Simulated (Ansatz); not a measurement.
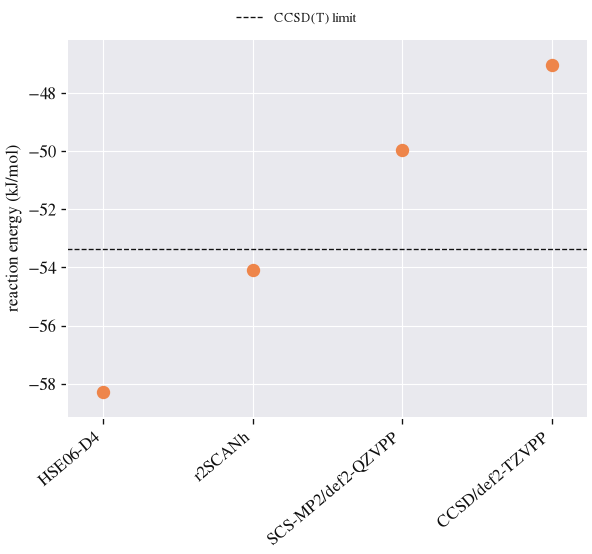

Electronic reaction energy of GeNH₃O ([NH2][Ge][OH]) [singlet] + HCl (Cl) → GeNH₂Cl ([NH2][Ge][Cl]) [singlet] + H₂O (O) (SMILES in brackets) at several levels (functionals in def2-TZVPP unless a basis is named), isolated molecules at PBE0-D4 triple-zeta geometries, minima by their frequencies, no zero-point or thermal terms, the Ansatz code 0.2.0. The line is frozen-core CCSD(T) at the basis limit (MP2 extrapolated from triple and quadruple zeta, plus CCSD(T) less MP2 in a smaller set). No dispersion term is added to r2SCANh. The distance of SCS-MP2/def2-QZVPP and CCSD/def2-TZVPP to the limit includes basis error. The limit lies 6.4 kJ/mol from CCSD(T)/def2-TZVPP, so the line itself is uncertain by a part of that.

> What do zero-point energy and temperature add?

Zero-point change 7.3 kJ/mol; at 298.15 K and 1 bar the CCSD(T) limit plus thermal terms gives an enthalpy of reaction of −45.5 and a free energy of −47.5 kJ/mol (harmonic PBE0-D4 modes, ideal gas).

> Give the values.

```tsv
level	kJ/mol	less CCSD(T) limit
HSE06-D4	−58.3	−4.9
r2SCANh	−54.1	−0.7
SCS-MP2/def2-QZVPP	−50.0	3.4
CCSD/def2-TZVPP	−47.0	6.3
CCSD(T) limit	−53.3	0.0
```

Note: no scalar relativity up to krypton; outer-core shells are correlated without core-valence functions, which makes the correlated values less sure.
